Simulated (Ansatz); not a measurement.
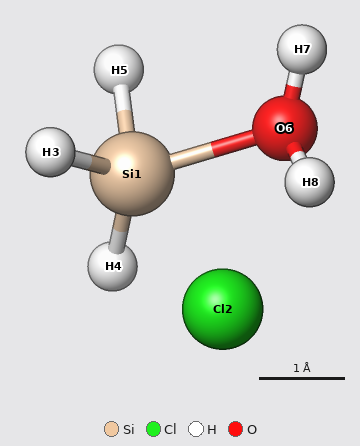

*The structure (ball-and-stick view, seen at a tilt; atoms are numbered from 1 in the order of the input).*

Bond lengths as drawn: H–O 0.97 to 1.02 Å, H–Si 1.48 to 1.51 Å and O–Si 1.91 Å.

**Frequency calculation of SiH₅ClO**

The run: frequency calculation of SiH₅ClO. Method and program: RKS B3LYP-D4/def2-SVP (Ansatz 0.2.0).

It belongs to a series of runs on one base structure; here: vibrations at the highest image of the band. Figures and captions count atoms from 1; the log counts them from 0 in places.

Input file
```yaml
crystal:
  periodic: [false, false, false]
  atoms:
    - { symbol: Si, position_ang: [-0.195992, 0.099298, -0.112951] }
    - { symbol: Cl, position_ang: [0.002558, 0.805318, 2.246724] }
    - { symbol: H, position_ang: [1.020414, -0.717464, 0.117477] }
    - { symbol: H, position_ang: [-0.072869, 1.514771, -0.525381] }
    - { symbol: H, position_ang: [-0.7851, -0.56773, -1.337872] }
    - { symbol: O, position_ang: [-1.829431, -0.365494, 0.75538] }
    - { symbol: H, position_ang: [-2.215322, -1.244979, 0.603787] }
    - { symbol: H, position_ang: [-1.581259, -0.15342, 1.720535] }
basis:
  gaussian: { orbitals: def2-SVP }
hamiltonian:
  xc: b3lyp
  dispersion: d4
phonons: {}
```

Machine: 1 thread of Arm Neoverse V1, 24 GiB of memory available, shared host.

Command:
```bash
ansatz run input.yaml --threads 1 --pin off --max-ram 2048MiB --backend cpu --events-out ev --progress --plain --runs-dir out
```

What the program printed
```
Engine: ansatz 0.2.0, aarch64-unknown-linux-gnu
Functional definition: B3LYP
  parameter a0 = 0.2
  parameter ax = 0.72
  parameter ac = 0.81
  exchange = (1 - a0 - ax)*slater_x + ax*b88_x + a0*exact_x
  correlation = (1 - ac)*vwn_rpa_c + ac*lyp_c
758 factors; integrals over basis functions are off by at most 4.0e-4 eV
mean field evaluation 1: about -22519.0399 eV, gradient 3.9e1 eV
mean field evaluation 2: about -22516.5129 eV, gradient 5.6e1 eV
mean field evaluation 4: about -22521.8142 eV, gradient 1.7e0 eV
mean field evaluation 8: about -22521.8218 eV, gradient 6.1e-2 eV
mean field -22521.82181579 eV, -827.6616858910 hartree, gradient 1.4e-5 eV, S^2 0.000000; 0 other end points of the search recorded, 0 dependent functions left out
the calculation of the forces begins
reference -22521.82203916 eV, -827.6616940999 hartree; 22, 22 occupied and 53, 53 virtual orbitals, 758 factors
these checks for a lower state are left out or cut short: stability, starts, cluster_reference, orbital_swaps, neighbouring_geometries, increment
758 factors; integrals over basis functions are off by at most 3.9e-4 eV
mean field evaluation 16: about -22521.8215 eV, gradient 1.3e-1 eV
mean field -22521.82182285 eV, -827.6616861508 hartree, gradient 1.3e-6 eV, S^2 0.000000; 0 other end points of the search recorded, 0 dependent functions left out
[... from here on the field's lines of each further geometry are left out, up to the last ...]
the calculation of the forces begins
reference -22521.82190120 eV, -827.6616890300 hartree; 22, 22 occupied and 53, 53 virtual orbitals, 758 factors
these checks for a lower state are left out or cut short: stability, starts, cluster_reference, orbital_swaps, neighbouring_geometries, increment
758 factors; integrals over basis functions are off by at most 4.0e-4 eV
mean field evaluation 288: about -22521.8218 eV, gradient 5.2e-5 eV
mean field -22521.82176983 eV, -827.6616842020 hartree, gradient 1.4e-6 eV, S^2 0.000000; 0 other end points of the search recorded, 0 dependent functions left out
the calculation of the forces begins
reference -22521.82199317 eV, -827.6616924099 hartree; 22, 22 occupied and 53, 53 virtual orbitals, 758 factors
WARN: phonons: modes at or below zero, which the zero-point energy, F, S and C_V leave out: 1, the lowest at -170.80 cm⁻¹. A minimum has none, and a first-order saddle one
Total energy: -22522.05050273 eV, -827.6700899813 hartree
Atom 0 at    -0.195992     0.099298    -0.112951 Å, force     0.030003     0.007795     0.000281 eV/Å
Atom 1 at     0.002558     0.805318     2.246724 Å, force    -0.001071     0.000123    -0.004546 eV/Å
Atom 2 at     1.020414    -0.717464     0.117477 Å, force     0.002001     0.002754    -0.004679 eV/Å
Atom 3 at    -0.072869     1.514771    -0.525381 Å, force    -0.004234    -0.002954     0.002173 eV/Å
Atom 4 at    -0.785100    -0.567730    -1.337872 Å, force    -0.002061    -0.001968     0.000795 eV/Å
Atom 5 at    -1.829431    -0.365494     0.755380 Å, force    -0.017891    -0.025185     0.036700 eV/Å
Atom 6 at    -2.215322    -1.244979     0.603787 Å, force    -0.009260     0.008305    -0.013908 eV/Å
Atom 7 at    -1.581259    -0.153420     1.720535 Å, force     0.002512     0.011130    -0.016817 eV/Å
Dipole moment:    -0.583633    -0.601935    -0.291953 e Å
Vibrations: -170.80 189.69 340.04 384.53 455.25 598.06 681.37 715.84 855.77 979.69 1052.31 1075.27 1369.95 2094.58 2240.43 2284.35 2938.38 3765.57 cm⁻¹, zero-point energy 1.365132 eV
```

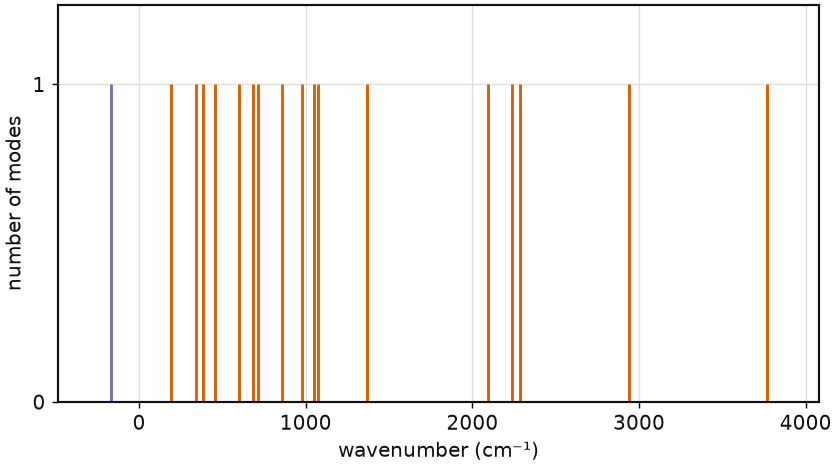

*Harmonic vibrational wavenumbers from the force constants; neighbouring modes closer than 18 cm⁻¹ are counted in one stick, and imaginary ones are drawn at negative wavenumbers.*

18 modes from 171i to 3766 cm⁻¹, 1 imaginary beyond 8i (171i cm⁻¹): a first-order saddle point, if the geometry is stationary.

Summary

| quantity | value |
| --- | --- |
| outcome | converged |
| total energy | −22522.0505 eV |
| mean-field energy | −22521.8220 eV |
| largest force (length of the vector) | 0.048 eV/Å |
| wall time | 74 s |
| peak memory | 0.14 GiB |
